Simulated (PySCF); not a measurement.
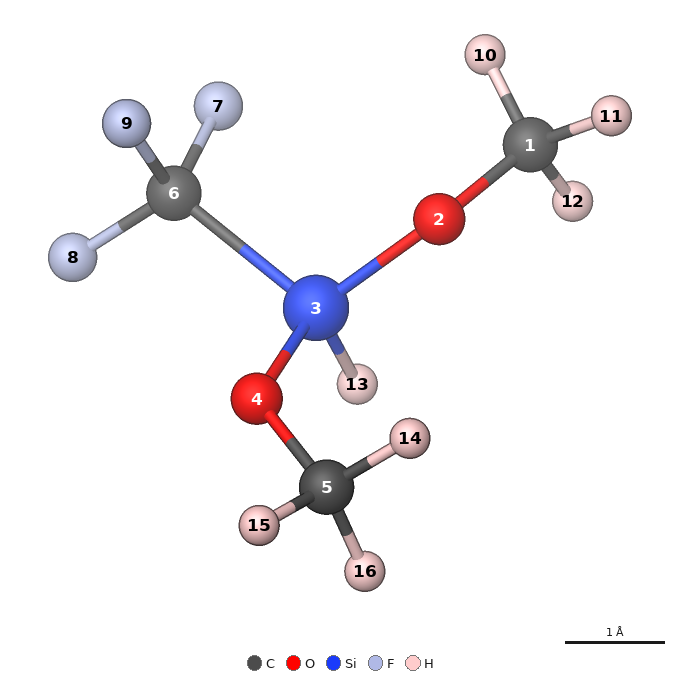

Orthographic view. Depth is shown by fading: the farther an atom, the more it takes the colour of the background. Computed geometry: PBE0-D3(BJ)/def2-SVP optimisation. No frequency run is at hand to confirm it as a minimum.

List the bonded neighbours of every atom.

C1: O2, H10, H11, H12
O2: C1, Si3
Si3: O2, O4, C6, H13
O4: Si3, C5
C5: O4, H14, H15, H16
C6: Si3, F7, F8, F9
F7: C6
F8: C6
F9: C6
(terminal hydrogens appear only as neighbours)
